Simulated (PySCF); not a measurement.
## A study: C$_{4}$H$_{12}$O$_{3}$Si, SMILES `C[Si](OC)(OC)OC`

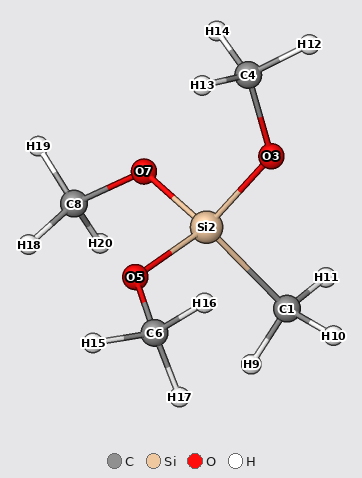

The molecule, with its atoms numbered as below. No frequency check shows the geometry to be a minimum.

Cartesian coordinates (Å):

```
C1      -0.2544    0.7114    2.0440
Si2     -0.0506   -0.0019    0.2990
O3       1.1525   -1.0795    0.4655
C4       1.5984   -2.0321   -0.4644
O5       0.2375    1.1656   -0.8165
C6       1.2594    2.1244   -0.8011
O7      -1.3383   -0.7965   -0.2914
C8      -2.5762   -0.2643   -0.6788
H9      -0.9636    1.5343    2.0409
H10      0.6859    1.0887    2.4319
H11     -0.6177   -0.0347    2.7420
H12      2.4022   -2.5994    0.0063
H13      1.9747   -1.5468   -1.3678
H14      0.7853   -2.7049   -0.7401
H15      1.2837    2.6004   -1.7822
H16      2.2280    1.6634   -0.5959
H17      1.0630    2.8798   -0.0365
H18     -2.4403    0.6011   -1.3284
H19     -3.1175   -1.0444   -1.2154
H20     -3.1516    0.0369    0.1997
```

### 1. Bonding charge

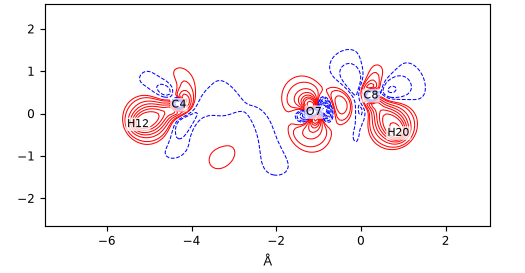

Deformation density (molecule less spherical, spin-averaged free atoms) in the plane of C4, O7, C8, H12 and H20; contours at ±0.05 to ±0.8 e/Å³; solid red lines: gain, dashed blue lines: loss.

Computed with PySCF, PBE/def2-TZVP, geometry: GFN2-xTB.

Describe the bonding that the map shows.

Answer. C4–H12: +0.73 e/Å³ at the bond critical point (bond length 1.09 Å, Mayer order 1.0). C8–H20: +0.72 e/Å³ at the bond critical point (bond length 1.09 Å, Mayer order 1.0). O7–C8: +0.07 e/Å³ at the bond critical point (bond length 1.40 Å, Mayer order 1.0); up to 0.6 Å beside the axis the gain reaches +0.29 e/Å³. In all, 4.3 electrons gather in the regions of gain relative to the promolecule. A small or negative value marks a very polar bond, one between electron-rich atoms, whose free-atom densities already overlap strongly, a long bond to a heavier atom, or a closed-shell contact such as a hydrogen bond.

Where do the Hirshfeld charges lie?

Answer. The highest Hirshfeld charge is on Si2 (+0.47 e), the lowest on O5 (−0.22 e).

### 2. Bond critical points

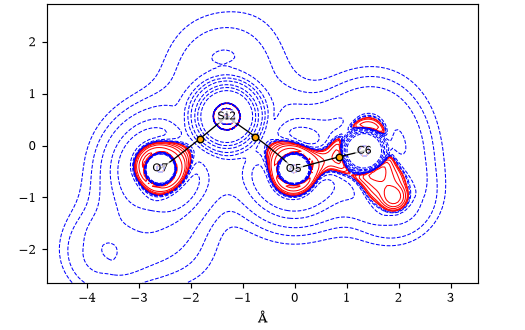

Negative Laplacian of the density (−∇²ρ) in the plane of Si2, O5, C6 and O7 (solid red lines positive, dashed blue lines negative, contours at ±0.02 to ±8 a.u.), with bond paths and bond critical points (dots).

At which bond critical points in this plane is charge locally concentrated, and at which depleted?

Answer. Concentrated (∇²ρ < 0): O5–C6 (−0.52 a.u.). Depleted (∇²ρ > 0): Si2–O7 (+0.87 a.u., H = −0.054); Si2–O5 (+0.81 a.u., H = −0.052). A positive Laplacian with clearly negative H marks a strongly polar covalent bond, whose critical point lies close to the core of the less electronegative atom.

Where along O5–C6 does the critical point lie?

Answer. 0.90 Å from O5 and 0.50 Å from C6.

### 3. Electrostatic potential

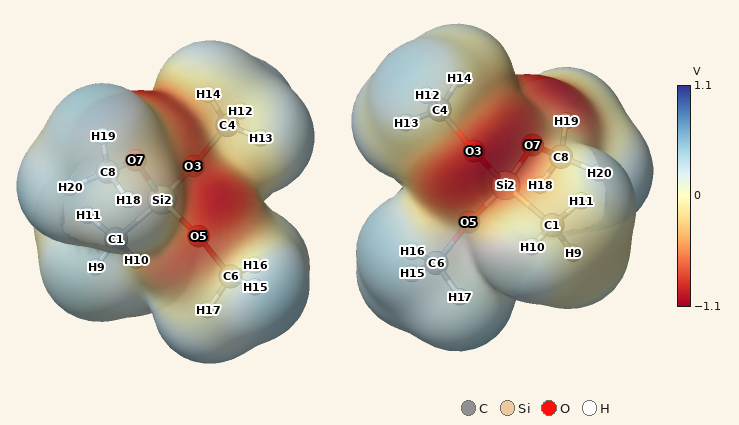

Electrostatic potential on the surface of electron density 0.001 a.u. (back view left, front view right).

Where are the extremes of the potential on the surface?

Answer. Highest: 0.48 V, 1.4 Å from H17. Lowest: −1.06 V, 1.8 Å from O3. Further minima include −0.87 V, 1.8 Å from O7; −0.20 V, near H11 (1.82 Å), H10 (1.85 Å), C1 (2.00 Å) and H9 (2.02 Å). The surface is sampled at points, so like sites can differ by a few per cent and only the strongest of them is named.

What volume does the surface enclose, and what is the dipole moment?

Answer. About 185 Å³; the dipole moment is 0.9 D.

### 4. In an electric field

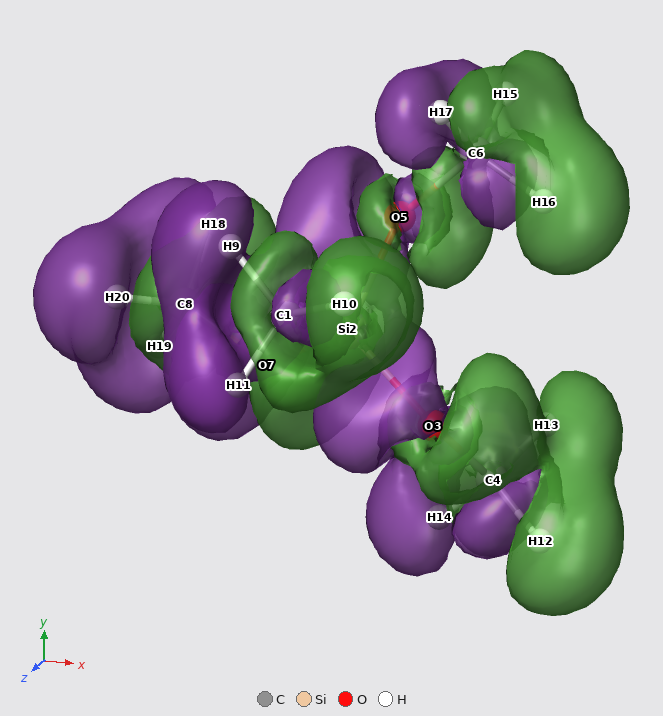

Change of the electron density in a uniform field of 0.21 V/Å, surfaces at ±0.001 e/Å³ (purple: gain, green: loss).

Level of theory: PBE/def2-TZVP (PySCF), at a geometry from GFN2-xTB. A basis without diffuse functions makes polarisabilities too small.

Along which Cartesian direction does the field point?

Answer. Along +x: electrons gather on the −x side, against the field.

How large is the response?

Answer. The induced dipole is 0.88 D (along the field); α along this axis, from the fields in both directions, is 87 bohr³ (12.9 Å³).

Which atoms gain and lose the most charge?

Answer. Electrons gather most on H20 (Hirshfeld charge changes by −0.006 e) and leave H16 most (+0.008 e); 0.086 electrons are displaced in all.

### 5. Removing or adding an electron

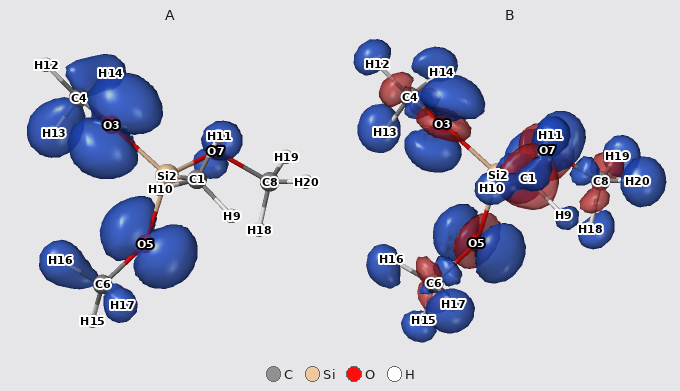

The Fukui function f⁻ from two separate SCF calculations and the density of the HOMO, at ±0.02 e/Å³ (blue positive, red negative).

Method: PBE/def2-TZVP; geometry: GFN2-xTB; program: PySCF.

Which panel is which, and how good is the frozen-orbital picture?

Answer. B is f⁻ (it has negative regions), A the HOMO density. The HOMO lies on O3 (36 %), O5 (26 %) and C4 (7 %); f⁻ (Hirshfeld-condensed) is largest on O3 (0.10), O7 (0.10) and O5 (0.10); the vertical ionisation energy is 9.07 eV (the stability of the cation's solution wasn't checked). Relaxation shifts 45 % of the electron between atoms. The orbital energy is −6.42 eV.
